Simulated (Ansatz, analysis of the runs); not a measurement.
# A defect in a wire: Ta wire along [110], 5 atoms a period, vacancy of one Ta, part 4 of 4

What does the defect do to the conductance?

Ansatz 0.2.0; DFT PBE, plane waves, PAW; relaxation of a wire's period (the session's first sound run).

So far, conductance of the lead as this run defines it (G₀): step 3 (bands of the perfect wire) 1.91.

## Step 5: Transmission between the leads

This step: DFT PBE, plane waves, PAW; transmission of a junction in a wire (Ansatz 0.2.0).

The cell is now read as a scatterer between two semi-infinite leads, named by two sites one period apart. The scattering states in its self-consistent potential are matched to the leads' states at each energy. One point across is taken, as for a wire in vacuum.

input.yaml reads:

```yaml
crystal:
  lattice:
    - [10.12, 0.0, 0.0]
    - [0.0, 9.148, 0.0]
    - [0.0, 0.0, 30.8221919271]
  atoms:
    - { symbol: Ta, position: [0.453421292, 0.445708503, 0.0] }
    - { symbol: Ta, position: [0.346757347, 0.514946609, 0.071428571] }
    - { symbol: Ta, position: [0.58942621, 0.613744177, 0.071428571] }
    - { symbol: Ta, position: [0.569812994, 0.331086164, 0.071428571] }
    - { symbol: Ta, position: [0.704613779, 0.466091834, 0.0] }
    - { symbol: Ta, position: [0.453421292, 0.445708503, 0.142857143] }
    - { symbol: Ta, position: [0.346757347, 0.514946609, 0.214285714] }
    - { symbol: Ta, position: [0.58942621, 0.613744177, 0.214285714] }
    - { symbol: Ta, position: [0.569812994, 0.331086164, 0.214285714] }
    - { symbol: Ta, position: [0.704613779, 0.466091834, 0.142857143] }
    - { symbol: Ta, position: [0.457548722, 0.4734804352, 0.2937529859] }
    - { symbol: Ta, position: [0.4657130853, 0.6311878882, 0.3911374077] }
    - { symbol: Ta, position: [0.6319728789, 0.6658840569, 0.3260957395] }
    - { symbol: Ta, position: [0.5974944513, 0.3961107967, 0.3723106581] }
    - { symbol: Ta, position: [0.7093377122, 0.4513075582, 0.2828153383] }
    - { symbol: Ta, position: [0.4348012614, 0.4198862497, 0.4484776257] }
    - { symbol: Ta, position: [0.5258748895, 0.6220026513, 0.5009865793] }
    - { symbol: Ta, position: [0.6483864414, 0.3410616227, 0.4821911924] }
    - { symbol: Ta, position: [0.6868138187, 0.5770147934, 0.4337229386] }
    - { symbol: Ta, position: [0.4811590409, 0.3967823616, 0.5542782924] }
    - { symbol: Ta, position: [0.3600823807, 0.4462328096, 0.6312053785] }
    - { symbol: Ta, position: [0.5775352312, 0.5930703146, 0.6322237337] }
    - { symbol: Ta, position: [0.5943787379, 0.3244341281, 0.6387295082] }
    - { symbol: Ta, position: [0.7087827427, 0.501715413, 0.5532098187] }
    - { symbol: Ta, position: [0.453421292, 0.445708503, 0.714285714] }
    - { symbol: Ta, position: [0.346757347, 0.514946609, 0.785714286] }
    - { symbol: Ta, position: [0.58942621, 0.613744177, 0.785714286] }
    - { symbol: Ta, position: [0.569812994, 0.331086164, 0.785714286] }
    - { symbol: Ta, position: [0.704613779, 0.466091834, 0.714285714] }
    - { symbol: Ta, position: [0.453421292, 0.445708503, 0.857142857] }
    - { symbol: Ta, position: [0.346757347, 0.514946609, 0.928571429] }
    - { symbol: Ta, position: [0.58942621, 0.613744177, 0.928571429] }
    - { symbol: Ta, position: [0.569812994, 0.331086164, 0.928571429] }
    - { symbol: Ta, position: [0.704613779, 0.466091834, 0.857142857] }
kpoints:
  mp_grid: { grid: [1, 1, 3] }
scf:
  occupations: { method: fermi_dirac, width: 0.05 }
hamiltonian:
  xc: pbe
output:
  transmission:
    e_range: [-1.26, 1.26]
    de: 0.035
    kmesh: [1, 1]
    reduced_basis: true
    leads: [[29, 0]]
  dos: { projected: true, e_range: [-4, 3] }
  write_potential: true
  write_density: true
  volumetric_format: npy
  elf: true
basis:
  ecutwfc: "350 eV"
```

Started as:

```sh
$ ansatz run input.yaml --threads 4 --pin off --max-ram 16384MiB --backend cpu --events-out ev --progress --plain --runs-dir out
```

Numbers of over 12 decimals in the logs are rounded to 6 here.

The program printed:

```text
[...]
Crystal: 34 atoms, lattice volume = 2853.449 Å³
Basis set: ecut = 350 eV, 42379 PW (Γ)
Bands: 266, of which v1, the nominal top of the filled ones, is band 221 counted from 1 (220 counted from 0)
Symmetry: 1 space group operations
[...]
k-points: 2 of 3 (time reversal used)
[...]
SCF iter   1: F=—  HF=-337613.897044 eV  |F-HF|=—  |Δ(HF+E_count)|=         —  Δρ=8.11e-3  dr2=7.80e0  ethr=1.77e-3  ⟨swp⟩=10.0  Hψ=2507  notcnv=0
[...]
SCF iter  12: F=-337613.538339 eV  HF=-337613.538339 eV  |F-HF|=3.35e-8  |Δ(HF+E_count)|=   2.68e-8  Δρ=1.27e-6  dr2=9.69e-8  ethr=2.26e-11  ⟨swp⟩=10.0  Hψ=1648  notcnv=0
SCF 1 converged in 12 iterations: F = -337613.538339 eV  dr2 = 9.69e-8
[...]
transmission: 35 of 210 steps passed
transmission: 70 of 210 steps passed
[...]
transmission: 210 of 210 steps passed
WARN: The output density's exchange-correlation potential varies sharply where the density is thin. Do not read a vacuum level from v_tot or v_xc, or from such a field of the output density. On a cell that repeats whose density bears no net charge and no dipole along the vacuum's axis use v_es (v_loc + v_h of the components); under efield.dipole_correction with no amplitude use v_es + v_field, which holds any externa [...]
Second SCF, for the conductance: iteration 1, dr2 9.981e-2 eV
Second SCF, for the conductance: iteration 2, dr2 4.964e-3 eV
Second SCF, for the conductance: iteration 3, dr2 5.179e-3 eV
Second SCF, for the conductance: iteration 4, dr2 1.066e-3 eV
Second SCF, for the conductance: iteration 5, dr2 2.247e-4 eV
Second SCF, for the conductance: iteration 6, dr2 4.836e-5 eV
Second SCF, for the conductance: iteration 7, dr2 9.072e-6 eV
Second SCF, for the conductance: iteration 8, dr2 2.064e-6 eV
Second SCF, for the conductance: iteration 9, dr2 4.260e-7 eV
Second SCF, for the conductance: iteration 10, dr2 7.547e-8 eV
transmission: 35 of 210 steps passed
transmission: 70 of 210 steps passed
[...]
transmission: 210 of 210 steps passed
SCF converged after 12 iterations
Free energy (F): -337613.538339 eV
[...]
Internal energy: -337613.218077 eV  (E = F + TS)
E sigma→0 (E₀):  -337613.378208 eV
Entropy (-TS):   -0.320262 eV (-9.419 meV/atom)
Fermi energy:    1.563248 eV
[...]
--- Band table (eV) ---
  k-point 0: bands = [... 217 lower, 1.3750, 1.3957, 1.4914, 1.5666, 1.6199, 1.6271, 1.6452, 1.7849, ... 41 higher]
  k-point 1: bands = [... 217 lower, 1.3952, 1.4067, 1.4911, 1.5310, 1.5611, 1.6634, 1.6919, 1.7819, ... 41 higher]
--- Transmission ---
  basis      : 669 plane waves across, 35 finite elements along
  points     : 1, standing for a mesh of 1 x 1
[...]
crystal 0  : Ta5, at the sites [29, 0], period 4.4032 Å, over 17.61 Å; its Hamiltonian steps by up to 53.5 meV: too much for a lead, lay more layers or, if its atoms are ordered, name the step of that order
[...]
filled         : 19.1 meV over the level at which it is neutral
    channels       : 2.000000e0 a spin
[...]
junction   : crystal 0 to crystal 0, 0.40 to 26.82 Å
    transmission   : 1.090893e0 a spin
    error estimate : 3.470653e-4 a spin from the reduction of the transverse basis, at the most 9.640500e-3 at -0.945000 eV
    conductance    : 8.5378e13 S/m² at 300 K (8.6223e13 on every other energy)
    error estimate : 1.0 % from the energy spacing and 81.8 % from band edges of the leads and from resonances (wavevectors taken as independent; lower de), 0.1 % from the reduction of the transverse basis, 65.8 % from the steps of its leads' Hamiltonians or their offsets (lay more layers), 10.2 % from the distance to neutral
    resistance     : 5.5466e-3 Ω µm² beyond half of each lead's own
```

Elapsed: 12 min, on 4 threads of Arm Neoverse V1, shared host; peak memory 7.4 GiB.

This step gave:

```
energy at zero smearing                                      : -337613.3782 eV
transmission at the energy nearest the Fermi level, one spin : 1.091
step of the lead's Hamiltonian                               : 53.5 meV
conductance of the junction                                  : 1.020 G₀
```

Table of transmission, one spin by energy, zero at the Fermi level:

```csv
energy (eV),"transmission, one spin"
-1.190,0.498
-1.085,0.496
-1.015,0.516
-0.910,0.663
-0.805,0.00522
-0.700,0.269
-0.595,0.390
-0.490,0.922
-0.385,0.464
-0.315,0.702
-0.210,1.10
-0.175,1.11
-0.105,0.541
0.000,1.09
0.070,1.48
0.105,0.861
0.210,0.0524
0.315,0.190
0.385,0.262
0.490,1.04
0.525,1.33
0.595,0.608
0.700,0.500
0.770,0.937
0.805,0.510
0.910,0.295
1.015,0.633
1.085,0.946
1.190,0.00345
```

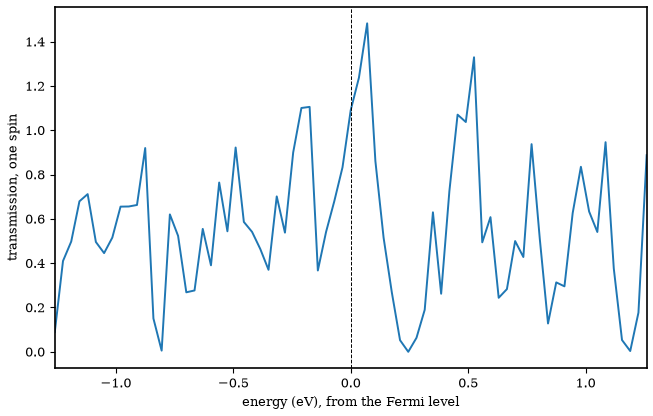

Transmission, one spin against energy.

Table of open channels of the lead, one spin by energy, zero at the Fermi level:

```csv
energy (eV),"open channels of the lead, one spin"
-1.190,2
-1.015,3
-0.805,1
-0.595,2
-0.385,3
-0.210,4
0.000,2
0.210,2
0.385,2
0.595,4
0.805,2
1.015,3
1.190,1
```

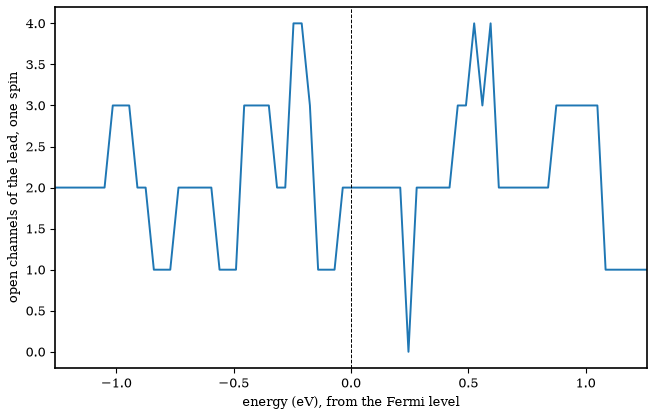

Open channels of the lead, one spin, plotted against energy.

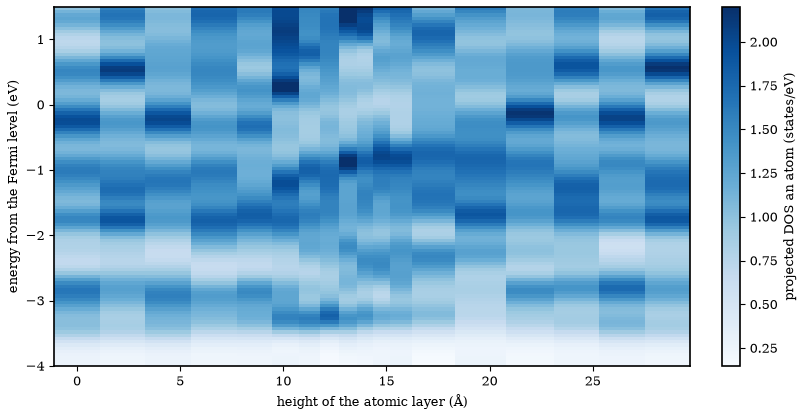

Projected DOS an atom over height of the atomic layer and energy from the Fermi level.  broadened by a Gaussian of 0.15 eV, since few k-points sample the long cell.

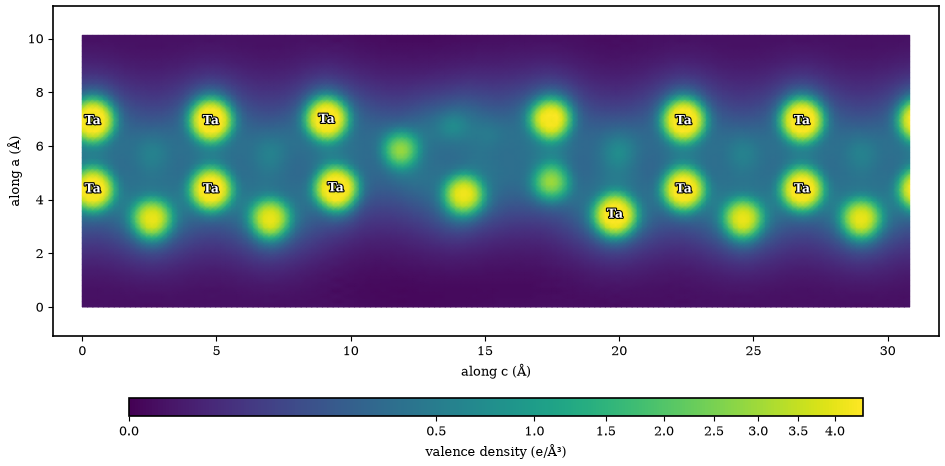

Valence density in the ca plane at fractional y = 0.466, with atoms of Ta within 0.2 Å of it. It is the smooth field of the valence electrons, not physical close to the nuclei. The colour scale is stretched toward low values.

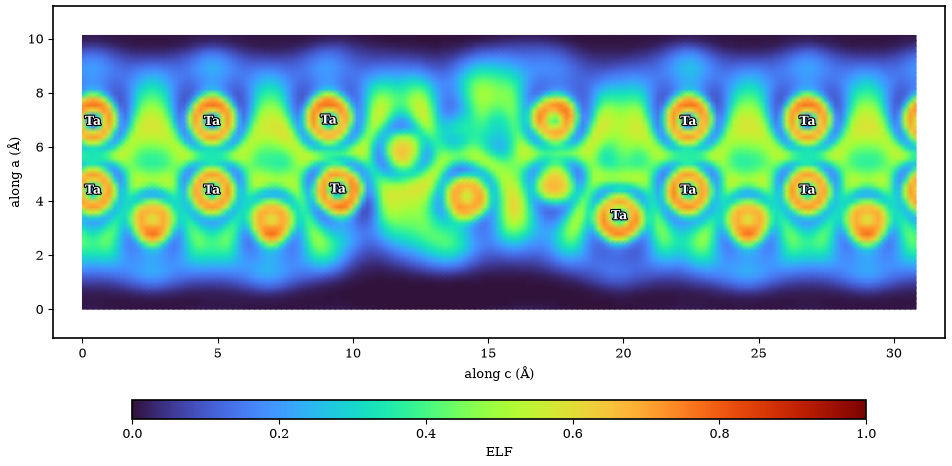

ELF in the ca plane at fractional y = 0.466, with atoms of Ta within 0.2 Å of it. It is the smooth field of the valence electrons, not physical close to the nuclei.

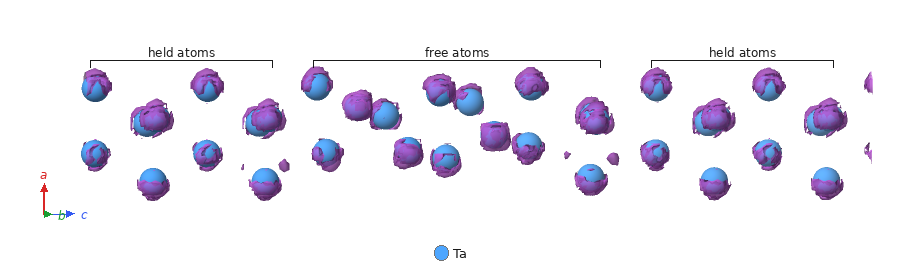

Surface of ELF = 0.71.

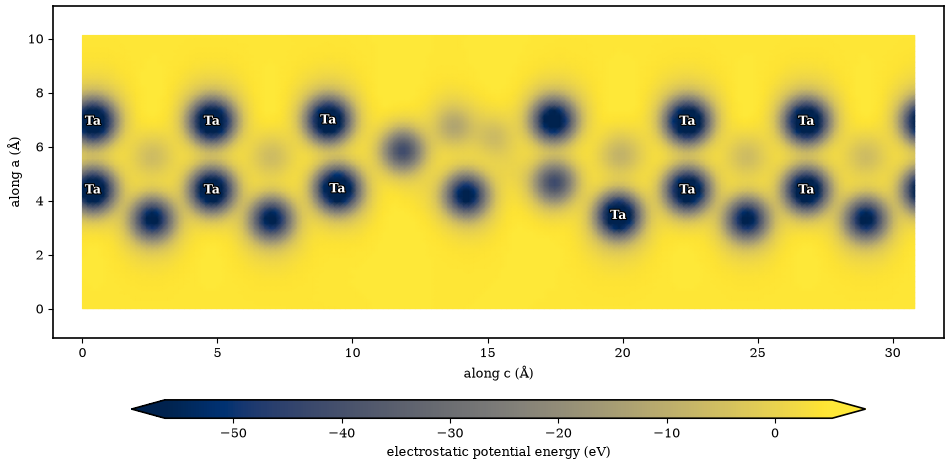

Electrostatic potential energy in the ca plane at fractional y = 0.466, with atoms of Ta within 0.2 Å of it. With pseudopotentials it is smooth inside the atoms' cores, unlike the true potential.

By hand: the program gives 8.5378 × 10^13 S/m² over the cell's cross-section of 92.58 Å² = 9.258 × 10^-19 m², so one cell conducts 7.904 × 10^-5 S. Divided by G0 = 2e²/h = 7.748 × 10^-5 S this is 1.02 G0, a resistance of 12.7 kΩ.

The conductance is 1.02 G₀, with 2 channels a spin open in the lead. The lead's Hamiltonian steps by 53.5 meV, which the program calls too much for a lead. The largest term of the program's error estimate is 82 %.

## Step 6: Landauer integrals

This step: Landauer integrals over the computed T(E), interpolated linearly between its energies (analysis of the runs above).

Conductance and thermopower are moments of T(E) over the thermal window; sliding the window along E stands for a gate that leaves T(E) rigid.

This step gave:

| Item | Value |
| --- | --- |
| conductance at 300 K, interpolated from T(E) | 1.033 G₀ |
| thermopower at 300 K | -24.98 μV/K |
| Lorenz number over L0 | 0.8256 |

T(E) held rigid; rough near sharp steps of T(E). The conductance at 300 K by shift of the leads' level:

```csv
shift of the leads' level (eV),conductance at 300 K (G₀)
-0.8,0.334
-0.6,0.514
-0.4,0.526
-0.2,0.907
0.0,1.03
0.2,0.209
0.4,0.599
0.6,0.525
0.8,0.508
```

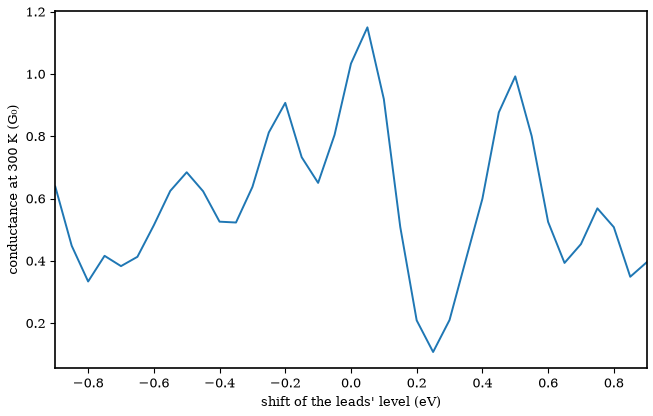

Conductance at 300 K, plotted against shift of the leads' level.

T(E) held rigid; rough near sharp steps of T(E). Table of thermopower at 300 K by shift of the leads' level:

```csv
shift of the leads' level (eV),thermopower at 300 K (μV/K)
-0.900,18.6
-0.750,-7.64
-0.600,-29.6
-0.500,-1.46
-0.350,-17.1
-0.200,6.09
-0.050,-34.6
0.050,5.90
0.200,140
0.350,-66.1
0.500,4.54
0.600,56.0
0.750,-11.6
0.900,-43.4
```

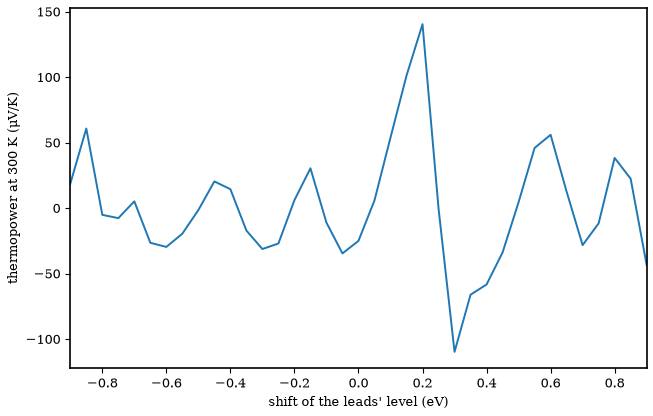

Thermopower at 300 K, plotted against shift of the leads' level.

The two levels move by half the bias each and T(E) is held rigid. Table of current from the zero-bias T(E) by bias:

```csv
bias (V),current from the zero-bias T(E) (μA)
0.000,0
0.100,7.87
0.200,14.8
0.300,20.1
0.400,24.7
0.500,28.6
0.600,32.0
0.700,35.4
0.800,39.3
0.900,44.4
1.000,50.7
1.100,56.8
1.200,61.5
1.300,65.1
1.400,68.1
1.500,71.7
1.600,75.3
1.700,78.4
1.800,81.9
1.900,86.3
```

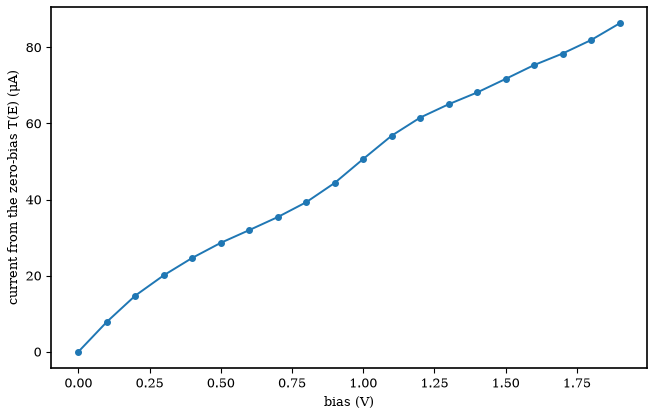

Current from the zero-bias T(E), plotted against bias.

By hand, Mott's formula: S = −(π²k²T/3e) d ln T/dE, and π²k²T/3e = 7.33 μV/K × eV at 300 K. The computed T is 0.680 at -0.070 eV and 1.48 at +0.070 eV, so d ln T/dE ≈ 5.57 per eV and S ≈ -40.8 μV/K, against -25.0 from the integrals. The two differ since ln T is not straight over the thermal window.

The thermopower is -25.0 μV/K. The Lorenz ratio is 0.83, where the Wiedemann-Franz law gives 1. Moving the level by up to 0.1 eV either way gives -35 to 54 μV/K.

## Step 7: Summary of results

```json
{"conductance of the perfect wire": "1.91 G₀", "conductance, vacancy of one Ta": "1.02 G₀ (one error term of 82 %, so a rough value at best)", "thermopower, vacancy of one Ta": "-25.0 μV/K (rough, as the conductance is)"}
```

In words: Summed over the computed window, 27 % of the lead's open channels pass the defect; the conductance at 300 K is 1.02 G₀. With vacancy of one Ta, 52 % of the conductance of that run's own lead (1.94 G₀) is left. Transport is coherent and elastic here: the atoms are frozen, so scattering by vibrations plays no part. With vacancy of one Ta several atoms of the wire itself moved far in the relaxation, so the changed stretch between the held leads may scatter as well as the defect. The free region is short: held atoms still bear up to 1.8 eV/Å after a relaxation. Spin-orbit coupling is left out, which matters for the bands of heavy atoms. In 1 run the program finds the step of the lead's Hamiltonian too large, so longer leads may change the transmission. One term of the program's error estimate for a conductance, of a junction or of the perfect wire, reaches 82 % in this session. A junction with open d shells ran without spin, after the few moments seeded in its relaxation died away; moments on all d atoms were not tried. A cutoff under the files' recommended one was taken to save time; its effect on T(E) was not tested here.

[Logs are printed without paths, hosts, clocks, repeated set-up lines and the standing remarks that a program may print on its own settings, such as how far it seeks lower states.]

[Hosts, paths, dates, database ids (printed as entryN), source tags and the programs' standing remarks are cut or masked in the printed files.]
